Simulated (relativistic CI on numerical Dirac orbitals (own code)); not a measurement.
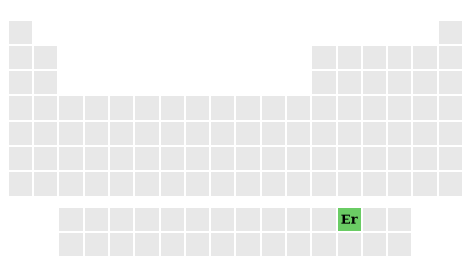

Fig. 1: The place of erbium in the periodic table.

**Relativistic CI calculation, with input and output: Er**

Er. Level asked for: Dirac-Coulomb-Breit CI, KLI orbitals optimised for each configuration, model QED (radiative potential, 1s self-energy scaled to tabulated hydrogen-like ionisation energies), numerical settings as typed (relativistic CI on numerical Dirac orbitals, in-house).

**Input file**
```
atom Er  Z=68  charge=0  electrons=68
nucleus A=166  rms_radius_fm=5.2516
hamiltonian dirac-coulomb  breit=on  qed=on  c_scale=0.2
orbitals kli  potential=per-configuration
slater_scale 1
correlation none
mixing on
grid step=0.0125 r_max=259.4
scf mixing=0.4 start=green max_iterations=71 tolerance=2e-08 node_fill=0.05
configurations
  [Xe] 4f12 6s2
  [Xe] 4f12 6s 6p
end
```

Hardware: 1 CPU thread, shared host.

Launched within a batch (the task file carries these settings):
```bash
python <driver script> task.json out
```

The program writes its results to a structured record and prints no log; tables and figures of this report are taken from that record.

**What the run reported**

- outcome: not converged

**Diagnosis**

This input holds a deliberate fault: speed of light. The run did not meet its convergence test, so its last values are not results. Limits: SCF of 1s2 2s2 2p6 3s2 3p6 3d10 4s2 4p6 4d10 4f12 5s2 5p6 6s2 stopped: an orbital could not be found.
